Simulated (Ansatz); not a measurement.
```xyz
9

C    -0.3645    1.0776   -0.5882
O     0.3343   -0.1997   -0.3758
Al    0.2505   -1.3262    1.0837
H    -0.9643    1.2479    0.3022
H    -0.9958    0.9782   -1.4680
H     0.3826    1.8587   -0.7079
H     0.8939   -0.4234   -1.1329
H     1.1887   -2.5297    0.7752
H    -0.7254   -0.6835    2.1116
```

Geometry: PBE0-D4/def2-TZVP.

Level of theory: RKS PBE0-D4/def2-TZVPP in Ansatz 0.2.0.

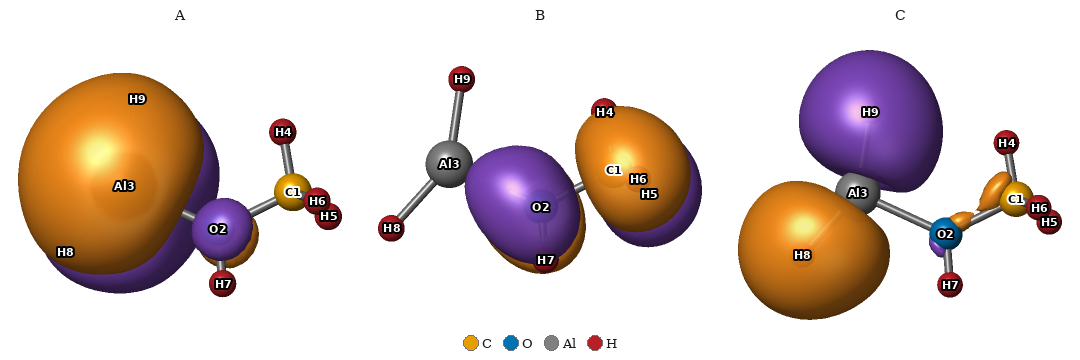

CH₆AlO (charge +1). Three frontier orbitals at ±0.08 Å⁻³ᐟ² (orange and purple are the two phases), in no order.

**Order the three orbitals by energy and name them.**

B is the HOMO−1 (−15.70 eV). It lies mainly on O2 (about 40 %), C1 (about 25 %), H5 (about 10 %) and H6 (about 10 %); π-antibonding (π*) across O2–C1. C is the HOMO (−14.15 eV). By Hirshfeld shares it lies mainly on Al3 (about 35 %), H8 (about 30 %) and H9 (about 30 %). A is the LUMO (−6.30 eV). By Hirshfeld shares it lies mainly on Al3 (about 80 %).

**What is the HOMO–LUMO gap?**

7.85 eV between the orbital energies.
